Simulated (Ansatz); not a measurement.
**AlHINO: density, localisation and related maps**

```xyz
5

Al   -1.1060    1.3009   -2.6857
I    -3.1912    1.5675   -3.9065
N     0.3270    0.4156   -2.0731
O     0.1507    2.0125   -1.7843
H     0.2604    0.0077   -1.1333
```

Geometry: B3LYP-D3(BJ)/def2-SVP; core potentials replace the inner electrons of I.

All numbers below come from isolated molecule in a Gaussian basis; Kohn-Sham density functional theory, functional PBE0 (Ansatz).

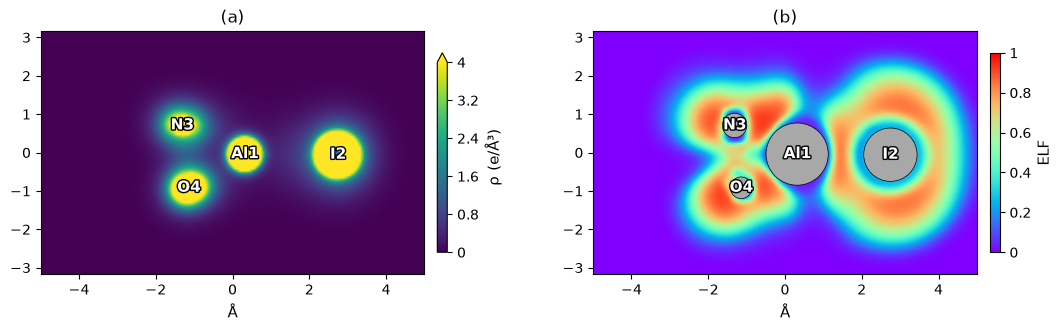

Figure 1. (a) electron density; (b) ELF on the plane of atoms N3, Al1 and O4. Grey discs cover the atomic cores in the ELF map.

### What do the fields say about this system?

The section cuts through Al, I, N and O sites.
Al–O (1.70 Å): ρ at the midpoint is about 0.92 e/Å³; the ELF peaks at about 0.85 in the valence shell of O, 0.6 Å from its nucleus, and is about 0.45 at the midpoint.
Al–N (1.79 Å): the density is about 0.79 e/Å³ at the midpoint; the ELF peaks at about 0.85 in the valence shell of N, 0.6 Å from its nucleus, and is about 0.50 at the midpoint.
Al–I (2.43 Å): ρ is about 0.6 e/Å³ halfway; the ELF peaks at about 0.80 in the valence shell of I, 1.3 Å from its nucleus, and is about 0.80 at the midpoint.
The ELF also peaks beside I2 and O4, away from the bonds: lone-pair regions.

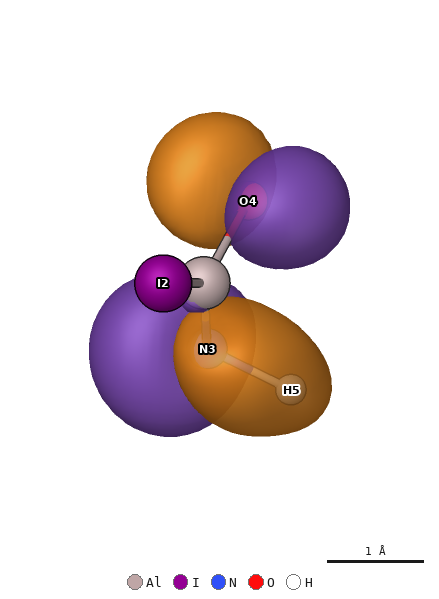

Figure 2. The HOMO at ±0.15 Å⁻³ᐟ² (orange and purple are the two phases), seen at an oblique angle.

### Where does this orbital lie, and at what energy?

Its weight (Hirshfeld) is mainly on N3 (about 50 %), O4 (about 35 %) and Al1 (about 10 %); largely a combination of lone pairs on N3 and O4. Its energy is −6.71 eV.

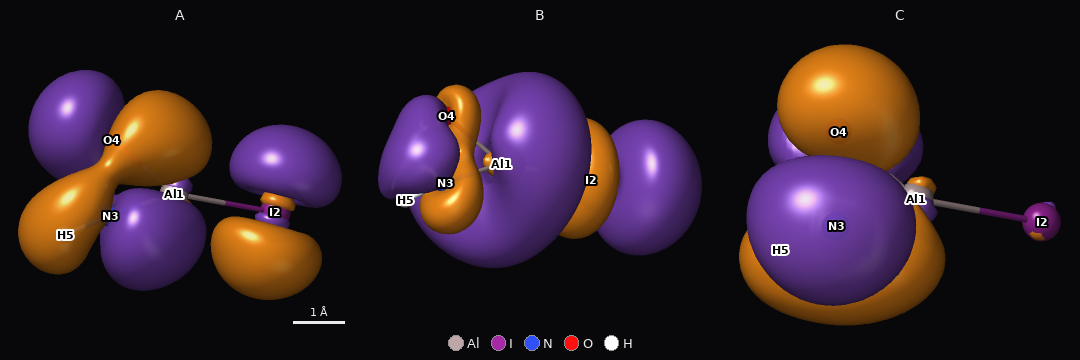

Figure 3. Three frontier orbitals at ±0.06 Å⁻³ᐟ² (orange and purple are the two phases), in no order.

### Which picture is the HOMO−1, the HOMO and the LUMO?

A is the HOMO−1 (−8.24 eV). By Hirshfeld shares it lies mainly on O4 (about 50 %), N3 (about 25 %), Al1 (about 10 %) and I2 (about 10 %); largely a combination of lone pairs on O4, N3 and I2. C is the HOMO (−6.71 eV). It lies mainly on N3 (about 50 %), O4 (about 35 %) and Al1 (about 10 %); largely a combination of lone pairs on N3 and O4. B is the LUMO (−2.05 eV). By Hirshfeld shares it lies mainly on Al1 (about 50 %), I2 (about 35 %) and N3 (about 10 %).

### What is the HOMO–LUMO gap?

4.66 eV between the orbital energies.
